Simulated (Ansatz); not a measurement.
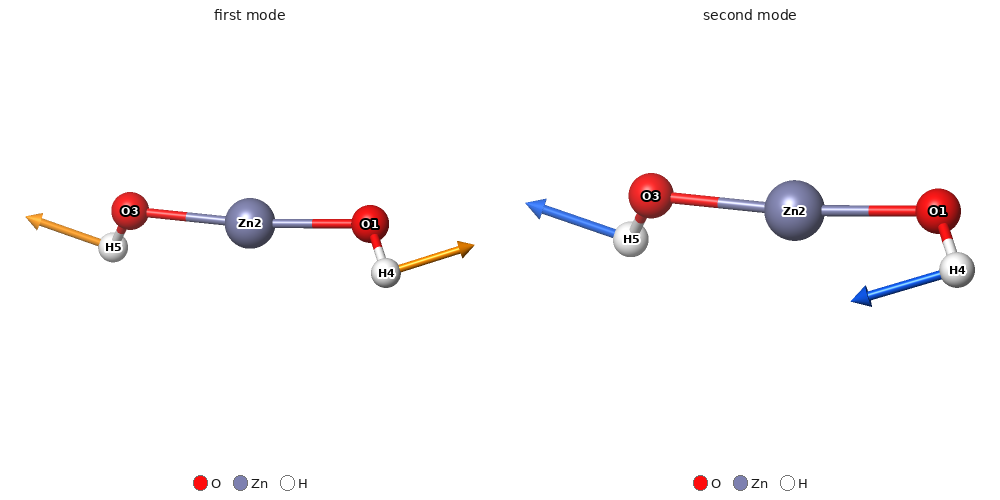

The system is H₂O₂Zn, SMILES [OH][Zn][OH]; the picture shows the reference structure; its two panels give the patterns of the first and the second mode as arrows. Coordinates scanned: (1) normal mode 6 (788 cm⁻¹); (2) normal mode 7 (791 cm⁻¹). Nothing is relaxed (straight displacements along the two mass-weighted modes). The grid has 13 × 13 points; 91 points were computed and 78 follow by symmetry. Points are written as (first, second). Energies are in kJ/mol, from the lowest grid point. All numbers below come from Ansatz 0.2.0, RKS PBE0-D4/def2-TZVP.

Its coordinates:

```xyz
5

O    -0.7134   -0.2762   -1.6163
Zn    0.0445   -0.1852   -0.0241
O     0.8354   -0.2573    1.5528
H    -1.5537    0.1791   -1.6911
H     1.4371    0.4659    1.7373
```

Range: normal mode 6 (788 cm⁻¹) from −0.513 to 0.513 amu½·Å; normal mode 7 (791 cm⁻¹) from −0.511 to 0.511 amu½·Å.

### What landscape does the calculation give?

The lowest grid point is at (0.000 amu½·Å, 0.000 amu½·Å). No other kind of well shows on this grid. The highest grid point, (−0.513 amu½·Å, −0.511 amu½·Å), lies 115 kJ/mol above the lowest.

```tsv
normal mode 7 (791 cm⁻¹) ↓, normal mode 6 (788 cm⁻¹) →	−0.513	−0.427	−0.342	−0.256	−0.171	−0.086	0.000	0.086	0.171	0.256	0.342	0.427	0.513
0.511	115	93	74	59	47	39	36	37	42	52	66	84	105
0.425	96	75	58	44	33	27	24	25	29	38	51	67	87
0.340	80	60	44	31	22	17	14	15	19	27	38	52	71
0.255	66	47	32	21	14	9	8	9	12	18	28	41	58
0.170	57	38	24	15	8	5	3	4	7	12	21	33	49
0.085	51	33	20	10	5	2	1	2	4	9	16	28	43
0.000	49	31	18	9	4	1	0	1	3	8	15	26	41
−0.085	51	33	20	10	5	2	1	2	4	9	16	28	43
−0.170	57	38	24	15	8	5	3	4	7	12	21	33	49
−0.255	66	47	32	21	14	9	8	9	12	18	28	41	58
−0.340	80	60	44	31	22	17	14	15	19	27	38	52	71
−0.425	96	75	58	44	33	27	24	25	29	38	51	67	87
−0.511	115	93	74	59	47	39	36	37	42	52	66	84	105
```

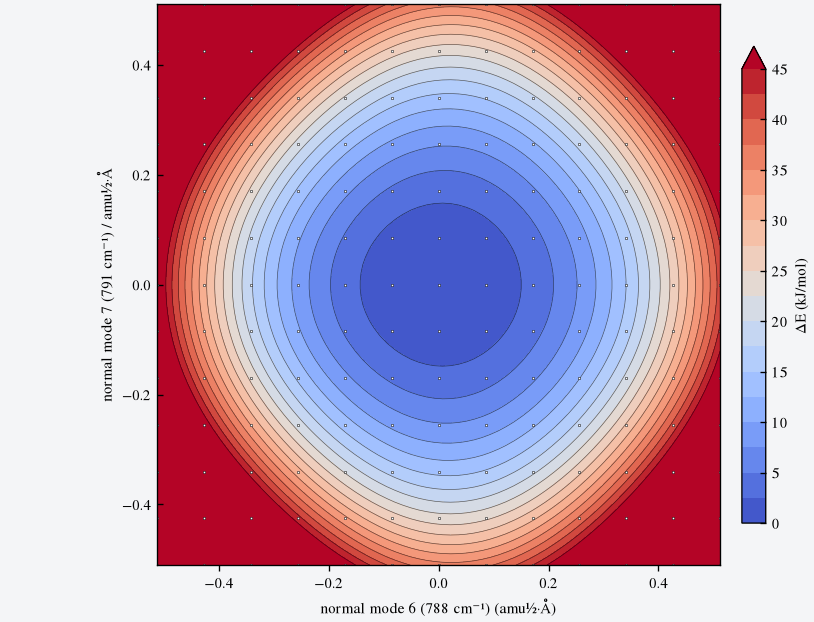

Drawn: filled contours, dots at the grid points, one colour for all values above the top of the scale. Between grid points the surface is interpolated.

Time for the 91 points that were run: 6.6 min on 1 thread of Arm Neoverse V1, with other jobs on the host.
